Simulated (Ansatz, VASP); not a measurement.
# TiNF in two plane-wave programs

Aim: how closely do two programs agree when they are given the same cell, functional and k mesh? The structure shown is the end of the VASP relaxation below.

Calculated with Ansatz 0.2.0; plane waves, with VASP 6.6.1 beside it; single point at PBEsol and band structure at PBEsol.

### Step 1. The structure

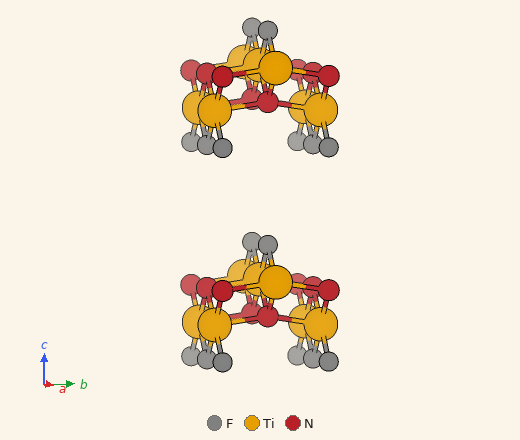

The starting structure, seen from the side, with the c axis up (fluorine grey, titanium orange, nitrogen red). 2×1×1 cells are drawn. Some periodic images of atoms are drawn too.

The cell holds 12 atoms: 4 F, 4 Ti and 4 N. Cell: a = 3.062 Å, b = 3.964 Å, c = 27.206 Å, α = 90.0°, β = 90.0°, γ = 90.0°. It derives from TiNF. As first built, before any earlier steps moved the atoms: kind sheets cut from a layered crystal; sheets 2. Vacuum lies along c.

Coordinates:

```xyz
12
Lattice="3.0620 0.0000 0.0000 0.0000 3.9644 0.0000 0.0000 0.0000 27.2057" Properties=species:S:1:pos:R:3
F     1.5310    1.9822   19.6572
F     0.0000    0.0000   15.4168
F     1.5310    1.9822   11.7889
F     0.0000    0.0000    7.5485
Ti    0.0000    1.9822   18.3407
Ti    1.5310    0.0000   16.7333
Ti    0.0000    1.9822   10.4724
Ti    1.5310    0.0000    8.8650
N     0.0000    0.0000   18.0386
N     1.5310    1.9822   17.0356
N     0.0000    0.0000   10.1701
N     1.5310    1.9822    9.1671
```

### Step 2. VASP: relaxation, PBEsol

This run makes the geometry at which the two programs are then compared.

Lines of VASP's logs that name or quote its potential files are left out, and so is its time.

Contents of INCAR:

```
SYSTEM = TiNF
PREC = Normal
ENCUT = 400
EDIFF = 1E-05
NELM = 120
ISMEAR = 0
SIGMA = 0.05
LREAL = .FALSE.
ALGO = Fast
GGA = PS
NBANDS = 44
LORBIT = 11
LWAVE = .FALSE.
LCHARG = .FALSE.
KPAR = 4
IBRION = 2
NSW = 40
ISIF = 2
EDIFFG = -0.03
POTIM = 0.4
MAXMIX = 40
IDIPOL = 3
LDIPOL = .TRUE.
DIPOL = 0.5 0.5 0.5
```

Contents of POSCAR:

```
TiNF
1.0
    3.0620040000      0.0000000000      0.0000000000
    0.0000000000      3.9643870000      0.0000000000
    0.0000000000      0.0000000000     27.2056991612
F Ti N
4 4 4
Direct
    0.5000000000      0.5000000000      0.7243224680
    0.0000000000      0.0000000000      0.5649855170
    0.5000000000      0.5000000000      0.4350144830
    0.0000000000      0.0000000000      0.2756775320
    0.0000000000      0.5000000000      0.6747669030
    0.5000000000      0.0000000000      0.6145410820
    0.0000000000      0.5000000000      0.3854589180
    0.5000000000      0.0000000000      0.3252330970
    0.0000000000      0.0000000000      0.6622103580
    0.5000000000      0.5000000000      0.6270976270
    0.0000000000      0.0000000000      0.3729023730
    0.5000000000      0.5000000000      0.3377896420
```

Contents of KPOINTS:

```
Automatic mesh
0
Gamma
8 6 1
0 0 0
```

PAW data sets: F, Ti and N (PBE family, release 64).

The run is started by

```console
$ mpirun -np 4 vasp_std
```

Numbers of over 12 decimals in the logs are rounded to 6 here.

What it wrote:

```text
[banner, memory and clock lines left out]
running    4 mpi-ranks, on    1 nodes
 distrk:  each k-point on    1 cores,    4 groups
 distr:  one band on    1 cores,    1 groups

 POSCAR found type information on POSCAR F TiN
 POSCAR found :  3 types and      12 ions
|                                                                             |
|               ----> ADVICE to this user running VASP <----                  |
|                                                                             |
|     You enforced a specific xc type in the INCAR file but a different       |
|     [... a line on the potential file left out ...]
|     I HOPE YOU KNOW WHAT YOU ARE DOING!                                     |
|                                                                             |

 LDA part: xc-table for (Slater+PW92), standard interpolation
 POSCAR, INCAR and KPOINTS ok, starting setup
 FFT: planning ... GRIDC
 FFT: planning ... GRID_SOFT
 FFT: planning ... GRID
 WAVECAR not read
 entering main loop
       N       E                     dE             d eps       ncg     rms          rms(c)
DAV:   1     0.735443567486E+03    0.73544E+03   -0.22092E+04  1760   0.101E+03
DAV:   2     0.717870423943E+02   -0.66366E+03   -0.63483E+03  2260   0.285E+02
DAV:   3    -0.123047736712E+03   -0.19483E+03   -0.19068E+03  2352   0.174E+02
DAV:   4    -0.132351519285E+03   -0.93038E+01   -0.92758E+01  2236   0.482E+01
DAV:   5    -0.132623831528E+03   -0.27231E+00   -0.27222E+00  2256   0.787E+00    0.557E+01
RMM:   6    -0.103403427063E+03    0.29220E+02   -0.17020E+02  1900   0.547E+01    0.126E+01
RMM:   7    -0.102445575639E+03    0.95785E+00   -0.29184E+01  1764   0.350E+01    0.199E+01
RMM:   8    -0.102057360548E+03    0.38822E+00   -0.54893E+00  1855   0.902E+00    0.105E+01
RMM:   9    -0.101842373685E+03    0.21499E+00   -0.18502E+00  1782   0.588E+00    0.842E+00
RMM:  10    -0.101726062214E+03    0.11631E+00   -0.10267E+00  1900   0.496E+00    0.195E+00
RMM:  11    -0.101666431189E+03    0.59631E-01   -0.41732E-01  1772   0.311E+00    0.153E+00
RMM:  12    -0.101672797577E+03   -0.63664E-02   -0.86797E-02  1912   0.133E+00    0.715E-01
RMM:  13    -0.101668131937E+03    0.46656E-02   -0.26195E-02  1807   0.668E-01    0.562E-01
RMM:  14    -0.101670833271E+03   -0.27013E-02   -0.17752E-02  1902   0.503E-01    0.426E-01
RMM:  15    -0.101668891358E+03    0.19419E-02   -0.23807E-03  1783   0.274E-01    0.299E-01
RMM:  16    -0.101668027129E+03    0.86423E-03   -0.78371E-03  1830   0.366E-01    0.903E-02
RMM:  17    -0.101668384045E+03   -0.35692E-03   -0.11079E-03  1824   0.166E-01    0.493E-02
RMM:  18    -0.101668817888E+03   -0.43384E-03   -0.55080E-04  1769   0.107E-01    0.971E-02
RMM:  19    -0.101668817615E+03    0.27252E-06   -0.80258E-05  1588   0.494E-02
   1 F= -.10166882E+03 E0= -.10166882E+03  d E =-.101669E+03
[... from here on, the cycles between the ionic steps are left out ...]
   2 F= -.10168393E+03 E0= -.10168393E+03  d E =-.151154E-01
   3 F= -.10168487E+03 E0= -.10168487E+03  d E =-.160514E-01
   4 F= -.10169479E+03 E0= -.10169479E+03  d E =-.992115E-02
   5 F= -.10170044E+03 E0= -.10170044E+03  d E =-.155755E-01
   6 F= -.10170238E+03 E0= -.10170238E+03  d E =-.193905E-02
   7 F= -.10170248E+03 E0= -.10170248E+03  d E =-.203116E-02
   8 F= -.10170248E+03 E0= -.10170248E+03  d E =-.612407E-05
 trial-energy change:   -0.000006  1 .order   -0.000020   -0.000305    0.000265
 step:   0.7829(harm=  0.7829)  dis= 0.00096  next Energy=  -101.702557 (dE=-0.815E-04)
 bond charge predicted
       N       E                     dE             d eps       ncg     rms          rms(c)
DAV:   1    -0.101702555160E+03   -0.76435E-04   -0.10760E-02  1760   0.561E-01    0.381E-02
RMM:   2    -0.101702550959E+03    0.42009E-05   -0.29539E-04  1756   0.991E-02    0.922E-03
RMM:   3    -0.101702557922E+03   -0.69631E-05   -0.70175E-05  1542   0.391E-02
   9 F= -.10170256E+03 E0= -.10170256E+03  d E =-.822162E-04
 curvature:  -0.40 expect dE=-0.179E-04 dE for cont linesearch -0.186E-06
 trial: gam= 0.17067 g(F)=  0.444E-04 g(S)=  0.000E+00 ort = 0.995E-05 (trialstep = 0.133E+01)
 search vector abs. value=  0.541E-04
 reached required accuracy - stopping structural energy minimisation
```

OUTCAR, selected parts (step 2):

```text
ion  position               nearest neighbor table
   1  0.500  0.500  0.724-   5 2.04   5 2.04
   2  0.000  0.000  0.565-   6 2.04   6 2.04
   3  0.500  0.500  0.435-   7 2.04   7 2.04
   4  0.000  0.000  0.276-   8 2.04   8 2.04
   5  0.000  0.500  0.675-  10 2.01  10 2.01   9 2.01   9 2.01   1 2.04   1 2.04   6 2.99   6 2.99
                             6 2.99   6 2.99
   6  0.500  0.000  0.615-   9 2.01   9 2.01  10 2.01  10 2.01   2 2.04   2 2.04   5 2.99   5 2.99
                             5 2.99   5 2.99
   7  0.000  0.500  0.385-  12 2.01  12 2.01  11 2.01  11 2.01   3 2.04   3 2.04   8 2.99   8 2.99
                             8 2.99   8 2.99
   8  0.500  0.000  0.325-  11 2.01  11 2.01  12 2.01  12 2.01   4 2.04   4 2.04   7 2.99   7 2.99
                             7 2.99   7 2.99
   9  0.000  0.000  0.662-   6 2.01   6 2.01   5 2.01   5 2.01
  10  0.500  0.500  0.627-   5 2.01   5 2.01   6 2.01   6 2.01
  11  0.000  0.000  0.373-   8 2.01   8 2.01   7 2.01   7 2.01
  12  0.500  0.500  0.338-   7 2.01   7 2.01   8 2.01   8 2.01

  LATTYP: Found a simple orthorhombic cell.
 ALAT       =     3.0620040000
 B/A-ratio  =     1.2947034034
 C/A-ratio  =     8.8849326001

 Subroutine GETGRP returns: Found  8 space group operations
 (whereof  4 operations were pure point group operations)

The static configuration has the point symmetry C_2v.
 The point group associated with its full space group is D_2h.

 Found     20 irreducible k-points:

   k-points           NKPTS =     20   k-points in BZ     NKDIM =     20   number of bands    NBANDS=     44

   dimension x,y,z NGX =    16 NGY =   20 NGZ =  140
   dimension x,y,z NGXF=    32 NGYF=   40 NGZF=  280

   ENCUT  =  400.0 eV  29.40 Ry    5.42 a.u.   4.99  6.46 44.37*2*pi/ulx,y,z

   NELECT =      64.0000    total number of electrons

 k-points in reciprocal lattice and weights: Automatic mesh
   0.00000000  0.00000000  0.00000000       0.021
   0.12500000  0.00000000  0.00000000       0.042
   0.25000000  0.00000000  0.00000000       0.042
   0.37500000  0.00000000  0.00000000       0.042
   0.50000000  0.00000000  0.00000000       0.021
   0.00000000  0.16666667  0.00000000       0.042
   0.12500000  0.16666667  0.00000000       0.083
   0.25000000  0.16666667  0.00000000       0.083
   0.37500000  0.16666667  0.00000000       0.083
[...]
0.37500000  0.50000000  0.00000000       0.042
   0.50000000  0.50000000  0.00000000       0.021

 dipolmoment           0.000000      0.000000     -0.000000 electrons x Angstroem

 average (electrostatic) potential at core
       1 -82.5791       2 -82.5816       3 -82.5816       4 -82.5791       5 -33.2863
       6 -33.2872       7 -33.2872       8 -33.2863       9 -70.9250      10 -70.9251
      11 -70.9251      12 -70.9250

 E-fermi :  -2.7504

 k-point     1 :       0.0000    0.0000    0.0000
  band No.  band energies     occupation
    ...
     28      -5.4288      2.00000
     29      -4.1750      2.00000
     30      -4.1748      2.00000
     31      -2.9819      2.00000
     32      -2.9810      2.00000
     33      -2.4418      0.00000
     34      -2.4418      0.00000
     35      -1.6180      0.00000
     36      -1.6173      0.00000
     37      -1.4810      0.00000
    ...

 k-point     2 :       0.1250    0.0000    0.0000
  band No.  band energies     occupation
    ...
     28      -4.8942      2.00000
     29      -4.5656      2.00000
     30      -4.5613      2.00000
     31      -3.5440      2.00000
     32      -3.5436      2.00000
     33      -2.0715      0.00000
     34      -2.0710      0.00000
     35      -1.3567      0.00000
     36      -1.3552      0.00000
     37      -1.3490      0.00000
    ...

 k-point     3 :       0.2500    0.0000    0.0000
  band No.  band energies     occupation
    ...
     28      -5.1521      2.00000
     29      -4.3681      2.00000
     30      -4.3673      2.00000
     31      -4.3243      2.00000
     32      -4.3146      2.00000
     33      -1.7339      0.00000
     34      -1.7334      0.00000
     35      -1.2608      0.00000
     36      -1.2587      0.00000
     37      -1.1177      0.00000
    ...

  Total       -9.4326091     -8.1006396     -6.6356191      0.0000000      0.0000000      0.0000000
  in kB      -45.7615505    -39.2996068    -32.1921765      0.0000000      0.0000000      0.0000000
  external PRESSURE =     -39.0844446 kB  Pullay stress =       0.0000000 kB

  energy-cutoff  :      400.00
  volume of cell :      330.25
      direct lattice vectors                 reciprocal lattice vectors
     3.062004000  0.000000000  0.000000000     0.326583505  0.000000000  0.000000000
     0.000000000  3.964387000  0.000000000     0.000000000  0.252245807  0.000000000
     0.000000000  0.000000000 27.205699161     0.000000000  0.000000000  0.036757004

 POSITION                                       TOTAL-FORCE (eV/Angst)
 -----------------------------------------------------------------------------------
      1.53100      1.98219     19.65717         0.000000      0.000000      0.002551
      0.00000      0.00000     15.41683         0.000000      0.000000     -0.018297
      1.53100      1.98219     11.78887         0.000000      0.000000      0.018297
      0.00000      0.00000      7.54853         0.000000      0.000000     -0.002551
      0.00000      1.98219     18.34067         0.000000      0.000000      0.005403
      1.53100      0.00000     16.73329         0.000000      0.000000     -0.003650
      0.00000      1.98219     10.47241         0.000000      0.000000      0.003650
      1.53100      0.00000      8.86503         0.000000      0.000000     -0.005403
      0.00000      0.00000     18.03860         0.000000      0.000000     -0.005837
      1.53100      1.98219     17.03560         0.000000      0.000000     -0.012559
      0.00000      0.00000     10.17010         0.000000      0.000000      0.012559
      1.53100      1.98219      9.16709         0.000000      0.000000      0.005837
 -----------------------------------------------------------------------------------
    total drift:                                0.000000      0.000000     -0.000000

  FREE ENERGIE OF THE ION-ELECTRON SYSTEM (eV)
  ---------------------------------------------------
  free  energy   TOTEN  =      -101.7025579223 eV

  energy  without entropy=     -101.7025579223  energy(sigma->0) =     -101.70255792

 reached required accuracy - stopping structural energy minimisation

 vacuum level on the upper side and lower side of the slab         3.575         3.575

 total charge
# of ion       s       p       d       tot
------------------------------------------
    1        1.776   4.346   0.000   6.122
    2        1.776   4.346   0.000   6.122
    3        1.776   4.346   0.000   6.122
    4        1.776   4.346   0.000   6.122
    5        0.525   0.986   2.676   4.187
    6        0.525   0.986   2.676   4.186
    7        0.525   0.986   2.676   4.186
    8        0.525   0.986   2.676   4.187
    9        1.287   2.402   0.000   3.688
   10        1.287   2.402   0.000   3.688
   11        1.287   2.402   0.000   3.688
   12        1.287   2.402   0.000   3.688
--------------------------------------------------
tot         14.348  30.934  10.703  55.985

[... 3 further parts left out ...]
```

(Part 1 of 3 ends here.)

[Lines on the potential files, build, host, timing and source positions are cut from VASP's logs without a mark.]

[Logs are printed without paths, hosts, clocks, repeated set-up lines and the standing remarks that a program may print on its own settings, such as how far it seeks lower states.]

[Hosts, paths, dates, database ids (printed as entryN), source tags and the programs' standing remarks are cut or masked in the printed files.]
